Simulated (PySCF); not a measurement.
**Geometry relaxation of GaH$_{3}$**

System: GaH$_{3}$, SMILES [GaH3].
Method: PBE0/def2-TZVP, RKS, dispersion D4 (PySCF 2.14.0).

The atoms were displaced at random from an optimised geometry. Figures and captions count atoms from 1; the log counts them from 0 in places.

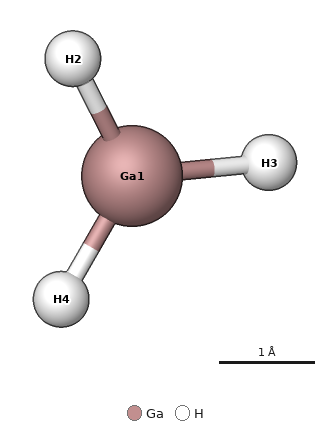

Figure 1. The structure as given in the input (ball-and-stick view, seen at a tilt; atoms are numbered from 1 in the order of the input). Sticks mark near contacts. Bond lengths as drawn: Ga–H 1.50 to 1.61 Å.

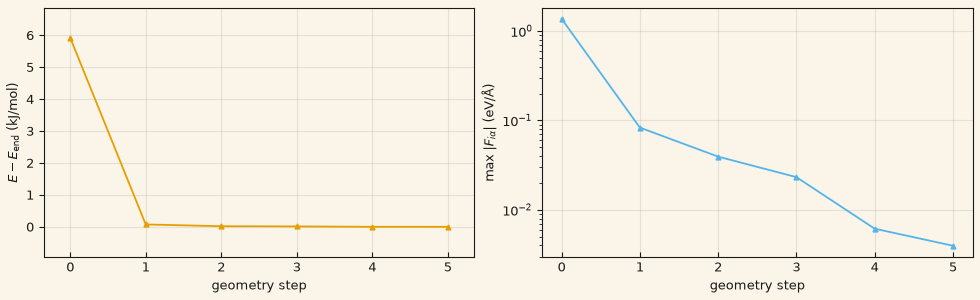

Figure 2. Progress of the relaxation, step by step (steps are counted from 0).

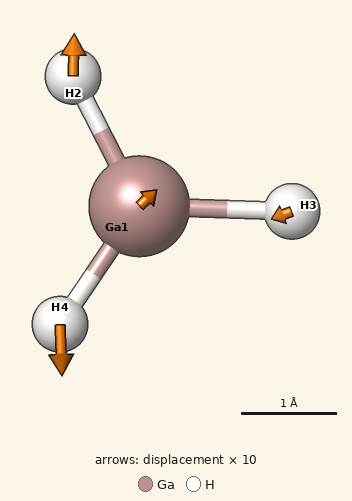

Figure 3. The starting structure with the displacements as orange arrows, magnified 10 times (ball-and-stick view, seen on its broad side). The two geometries are laid on each other by the best rigid fit. H4 moves most after the best rigid fit: 0.056 Å. By element the largest moves are H 0.056 Å, Ga 0.026 Å. Among the contacts that change: Ga1–H4 1.497 → 1.568 Å, Ga1–H3 1.609 → 1.568 Å, Ga1–H2 1.535 → 1.569 Å. Among the angles that change: H3–Ga1–H4 122.1° → 120.1°. After 5 geometry steps the energy has fallen by 5.92 kJ/mol. Largest force component: 1.4 eV/Å at the start, 0.004 eV/Å at the end. (Atoms are counted from 1 in the order of the input.)

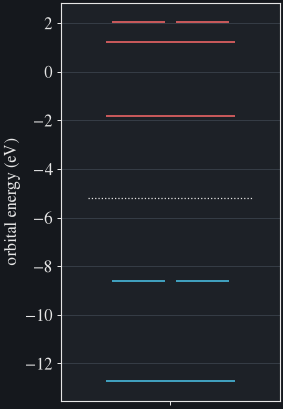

Figure 4. Orbital energies near the frontier; the dotted line parts filled from empty levels, and levels within 0.02 eV of each other stand side by side. Highest filled −8.59 eV, lowest empty −1.82 eV, 6.77 eV apart.

The input that produced these results follows, with the program's output.

Input file (job.py)
```python
# [GaH3]
from pyscf import gto, dft
from pyscf.geomopt.geometric_solver import kernel as optimise

mol = gto.Mole()
mol.atom = 'mol.xyz'
mol.verbose = 3
mol.basis = 'def2-tzvp'
mol.spin = 0
mol.max_memory = 1860
mol.build()

mf = dft.RKS(mol)
mf.xc = 'pbe0'
mf = mf.density_fit(auxbasis='def2-universal-jkfit')
mf.max_cycle = 100
mf.disp = 'd4'
mf.grids.level = 4
mf.conv_tol = 1e-09
converged, mol_eq = optimise(mf, maxsteps=100)
print('converged:', converged)
print(mol_eq.tostring())

mf.reset(mol_eq)
mol = mol_eq
mf.kernel()
energy = mf.e_tot
print(f'total energy: {energy:.8f} hartree')
```

File mol.xyz
```
4

Ga     0.017654     0.021725    -0.010111
H      1.207930     0.385562     0.888550
H     -0.502190    -1.501117    -0.032191
H     -0.625779     1.093773    -0.834086
```

Launch command:
```bash
OMP_NUM_THREADS=1 python job.py
```

What the program printed
```
#|     Arguments passed to driver run_optimizer():      |#
customengine              <pyscf.geomopt.geometric_solver.PySCFEngine object>
maxiter                   100
----------------------------------------------------------
Custom engine selected.
Bonds will be generated from interatomic distances less than 1.20 times sum of covalent radii
12 internal coordinates being used (instead of 12 Cartesians)
Internal coordinate system (atoms numbered from 1):
Distance 1-2
Distance 1-3
Distance 1-4
Angle 2-1-4
Angle 3-1-4
Out-of-Plane 1-2-3-4
Translation-X 1-4
Translation-Y 1-4
Translation-Z 1-4
Rotation-A 1-4
Rotation-B 1-4
Rotation-C 1-4
<class 'geometric.internal.Distance'> : 3
<class 'geometric.internal.Angle'> : 2
<class 'geometric.internal.OutOfPlane'> : 1
<class 'geometric.internal.TranslationX'> : 1
<class 'geometric.internal.TranslationY'> : 1
<class 'geometric.internal.TranslationZ'> : 1
<class 'geometric.internal.RotationA'> : 1
<class 'geometric.internal.RotationB'> : 1
<class 'geometric.internal.RotationC'> : 1
> ===== Optimization Info: ====
> Job type: Energy minimization
> Maximum number of optimization cycles: 100
> Initial / maximum trust radius (Angstrom): 0.100 / 0.300
> Convergence Criteria:
> Will converge when all 5 criteria are reached:
>  |Delta-E| < 1.00e-06
>  RMS-Grad  < 3.00e-04
>  Max-Grad  < 4.50e-04
>  RMS-Disp  < 1.20e-03
>  Max-Disp  < 1.80e-03
> === End Optimization Info ===

Geometry optimization cycle 1
Cartesian coordinates (Angstrom)
 Atom        New coordinates             dX        dY        dZ
  Ga   0.017654   0.021725  -0.010111    0.000000  0.000000  0.000000
   H   1.207930   0.385562   0.888550   -0.000000 -0.000000  0.000000
   H  -0.502190  -1.501117  -0.032191    0.000000  0.000000  0.000000
   H  -0.625779   1.093773  -0.834086    0.000000  0.000000  0.000000

WARN: Mole.unit (angstrom) is changed to Bohr

converged SCF energy = -1926.35926932582
--------------- DFRKS_Scanner gradients ---------------
         x                y                z
0 Ga     0.0000972709     0.0266518473    -0.0073115416
1 H    -0.0082317194    -0.0015880979    -0.0063797739
2 H    -0.0027978169    -0.0101179145     0.0004800290
3 H     0.0109322950    -0.0149456285     0.0132112580
----------------------------------------------
cycle 1: E = -1926.35926933  dE = -1926.36  norm(grad) = 0.0387638
Step    0 : Gradient = 1.938e-02/2.764e-02 (rms/max) Energy = -1926.3592693258
Hessian Eigenvalues: 4.50000e-02 5.00000e-02 5.00000e-02 ... 1.60000e-01 1.60000e-01 1.69768e-01

Geometry optimization cycle 2
Cartesian coordinates (Angstrom)
 Atom        New coordinates             dX        dY        dZ
  Ga   0.016610   0.002042  -0.000634   -0.001044 -0.019683  0.009477
   H   1.238512   0.365265   0.917904    0.030582 -0.020297  0.029354
   H  -0.491948  -1.478907  -0.031263    0.010242  0.022210  0.000928
   H  -0.665560   1.111534  -0.873844   -0.039781  0.017761 -0.039758
converged SCF energy = -1926.36149635345
--------------- DFRKS_Scanner gradients ---------------
         x                y                z
0 Ga    -0.0016188390    -0.0003603741    -0.0007646958
1 H     0.0004881614    -0.0003491837     0.0003369917
2 H     0.0008793862     0.0003756780     0.0004714303
3 H     0.0002513336     0.0003341794    -0.0000437391
----------------------------------------------
cycle 2: E = -1926.36149635  dE = -0.00222703  norm(grad) = 0.0022633
Step    1 : Displace = 4.112e-02/5.898e-02 (rms/max) Trust = 1.000e-01 (=) Grad = 1.132e-03/1.826e-03 (rms/max) E (change) = -1926.3614963535 (-2.227e-03) Quality = 0.950
Hessian Eigenvalues: 4.50411e-02 5.00000e-02 5.00000e-02 ... 1.57141e-01 1.60404e-01 1.81075e-01

Geometry optimization cycle 3
Cartesian coordinates (Angstrom)
 Atom        New coordinates             dX        dY        dZ
  Ga   0.026084  -0.003591  -0.000923    0.009473 -0.005633 -0.000288
   H   1.239933   0.377330   0.919031    0.001422  0.012065  0.001126
   H  -0.503372  -1.479281  -0.037565   -0.011424 -0.000375 -0.006302
   H  -0.665033   1.105464  -0.868380    0.000527 -0.006070  0.005464
converged SCF energy = -1926.36151724818
--------------- DFRKS_Scanner gradients ---------------
         x                y                z
0 Ga    -0.0000010245    -0.0005631141    -0.0007667201
1 H     0.0001225251     0.0003672151     0.0003104596
2 H    -0.0001545009     0.0000086853     0.0001738606
3 H     0.0000330166     0.0001874102     0.0002822879
----------------------------------------------
cycle 3: E = -1926.36151725  dE = -2.08947e-05  norm(grad) = 0.00114947
Step    2 : Displace = 1.126e-02/1.331e-02 (rms/max) Trust = 1.414e-01 (+) Grad = 5.747e-04/9.513e-04 (rms/max) E (change) = -1926.3615172482 (-2.089e-05) Quality = 0.696
Hessian Eigenvalues: 5.00000e-02 5.00000e-02 5.00000e-02 ... 1.54769e-01 1.67468e-01 2.05987e-01

Geometry optimization cycle 4
Cartesian coordinates (Angstrom)
 Atom        New coordinates             dX        dY        dZ
  Ga   0.021870  -0.001412   0.006443   -0.004214  0.002178  0.007365
   H   1.241864   0.376975   0.916969    0.001931 -0.000355 -0.002062
   H  -0.502463  -1.479118  -0.040556    0.000909  0.000164 -0.002991
   H  -0.663660   1.103468  -0.870688    0.001373 -0.001996 -0.002308
converged SCF energy = -1926.36151980849
--------------- DFRKS_Scanner gradients ---------------
         x                y                z
0 Ga    -0.0003777470    -0.0000843560     0.0004519078
1 H     0.0001303853     0.0002104600    -0.0001959854
2 H     0.0000012233    -0.0001444133    -0.0002087250
3 H     0.0002460961     0.0000185221    -0.0000472565
----------------------------------------------
cycle 4: E = -1926.36151981  dE = -2.56031e-06  norm(grad) = 0.000762428
Step    3 : Displace = 5.143e-03/8.760e-03 (rms/max) Trust = 1.414e-01 (=) Grad = 3.812e-04/5.950e-04 (rms/max) E (change) = -1926.3615198085 (-2.560e-06) Quality = 0.301
Hessian Eigenvalues: 5.00000e-02 5.00000e-02 5.00000e-02 ... 1.48537e-01 1.63619e-01 1.79662e-01

Geometry optimization cycle 5
Cartesian coordinates (Angstrom)
 Atom        New coordinates             dX        dY        dZ
  Ga   0.023467  -0.000541   0.002793    0.001597  0.000872 -0.003650
   H   1.240637   0.373703   0.918386   -0.001227 -0.003272  0.001417
   H  -0.500752  -1.477964  -0.037899    0.001712  0.001154  0.002657
   H  -0.665741   1.104708  -0.871110   -0.002081  0.001240 -0.000422
converged SCF energy = -1926.36152428071
--------------- DFRKS_Scanner gradients ---------------
         x                y                z
0 Ga    -0.0001105694    -0.0001197814    -0.0000033681
1 H    -0.0000350336     0.0000118171    -0.0000513456
2 H     0.0000796202     0.0000167235     0.0000430313
3 H     0.0000659925     0.0000914804     0.0000116099
----------------------------------------------
cycle 5: E = -1926.36152428  dE = -4.47222e-06  norm(grad) = 0.000227853
Step    4 : Displace = 3.471e-03/4.079e-03 (rms/max) Trust = 1.414e-01 (=) Grad = 1.139e-04/1.630e-04 (rms/max) E (change) = -1926.3615242807 (-4.472e-06) Quality = 1.025
Hessian Eigenvalues: 4.99999e-02 5.00000e-02 5.00000e-02 ... 1.52630e-01 1.60146e-01 1.97447e-01

Geometry optimization cycle 6
Cartesian coordinates (Angstrom)
 Atom        New coordinates             dX        dY        dZ
  Ga   0.024140  -0.000423   0.002788    0.000672  0.000117 -0.000005
   H   1.241064   0.373879   0.918870    0.000427  0.000176  0.000484
   H  -0.501329  -1.477553  -0.038316   -0.000577  0.000411 -0.000417
   H  -0.666263   1.103992  -0.871168   -0.000523 -0.000716 -0.000058
converged SCF energy = -1926.36152464517
--------------- DFRKS_Scanner gradients ---------------
         x                y                z
0 Ga    -0.0000392101    -0.0000772003    -0.0000325983
1 H    -0.0000070535     0.0000258191    -0.0000059515
2 H     0.0000201605     0.0000061460     0.0000219892
3 H     0.0000261172     0.0000454763     0.0000164827
----------------------------------------------
cycle 6: E = -1926.36152465  dE = -3.64461e-07  norm(grad) = 0.000115158
Step    5 : Displace = 7.711e-04/8.710e-04 (rms/max) Trust = 2.000e-01 (+) Grad = 5.758e-05/9.252e-05 (rms/max) E (change) = -1926.3615246452 (-3.645e-07) Quality = 1.359
Hessian Eigenvalues: 4.99999e-02 5.00000e-02 5.00000e-02 ... 1.52630e-01 1.60146e-01 1.97447e-01
Converged! =D

converged: True
Ga          0.02413957       -0.00042327        0.00278779
H           1.24106399        0.37387919        0.91886965
H          -0.50132858       -1.47755254       -0.03831623
H          -0.66626328        1.10399192       -0.87116787
converged SCF energy = -1926.36152464517
total energy: -1926.36152465 hartree
```

Trajectory as extended XYZ (Å, eV, eV/Å), 6 frames, from step=0 to step=5
```
4
Properties=species:S:1:pos:R:3:forces:R:3 step=0 energy=-52418.90613
Ga    0.0177    0.0217   -0.0101   -0.0050  -1.3705   0.3760
H     1.2079    0.3856    0.8885    0.4233   0.0817   0.3281
H    -0.5022   -1.5011   -0.0322    0.1439   0.5203  -0.0247
H    -0.6258    1.0938   -0.8341   -0.5622   0.7685  -0.6794
4
Properties=species:S:1:pos:R:3:forces:R:3 step=1 energy=-52418.96673
Ga    0.0166    0.0020   -0.0006    0.0832   0.0185   0.0393
H     1.2385    0.3653    0.9179   -0.0251   0.0180  -0.0173
H    -0.4919   -1.4789   -0.0313   -0.0452  -0.0193  -0.0242
H    -0.6656    1.1115   -0.8738   -0.0129  -0.0172   0.0022
4
Properties=species:S:1:pos:R:3:forces:R:3 step=2 energy=-52418.96730
Ga    0.0261   -0.0036   -0.0009    0.0001   0.0290   0.0394
H     1.2399    0.3773    0.9190   -0.0063  -0.0189  -0.0160
H    -0.5034   -1.4793   -0.0376    0.0079  -0.0004  -0.0089
H    -0.6650    1.1055   -0.8684   -0.0017  -0.0096  -0.0145
4
Properties=species:S:1:pos:R:3:forces:R:3 step=3 energy=-52418.96736
Ga    0.0219   -0.0014    0.0064    0.0194   0.0043  -0.0232
H     1.2419    0.3770    0.9170   -0.0067  -0.0108   0.0101
H    -0.5025   -1.4791   -0.0406   -0.0001   0.0074   0.0107
H    -0.6637    1.1035   -0.8707   -0.0127  -0.0010   0.0024
4
Properties=species:S:1:pos:R:3:forces:R:3 step=4 energy=-52418.96749
Ga    0.0235   -0.0005    0.0028    0.0057   0.0062   0.0002
H     1.2406    0.3737    0.9184    0.0018  -0.0006   0.0026
H    -0.5008   -1.4780   -0.0379   -0.0041  -0.0009  -0.0022
H    -0.6657    1.1047   -0.8711   -0.0034  -0.0047  -0.0006
4
Properties=species:S:1:pos:R:3:forces:R:3 step=5 energy=-52418.96750
Ga    0.0241   -0.0004    0.0028    0.0020   0.0040   0.0017
H     1.2411    0.3739    0.9189    0.0004  -0.0013   0.0003
H    -0.5013   -1.4776   -0.0383   -0.0010  -0.0003  -0.0011
H    -0.6663    1.1040   -0.8712   -0.0013  -0.0023  -0.0008
```

Key numbers

| quantity | value |
| --- | --- |
| outcome | converged |
| total energy | −1926.361525 hartree |
| dispersion energy | −0.001038 hartree |
| basis functions | 66 |
| HOMO | −8.59 eV |
| LUMO | −1.82 eV |
| dipole moment | 0.00 D |
| hardware | 1 thread of Arm Neoverse V2, 24 GiB of memory available, shared host |
| wall time | 21 s |
| peak memory | 0.68 GiB |
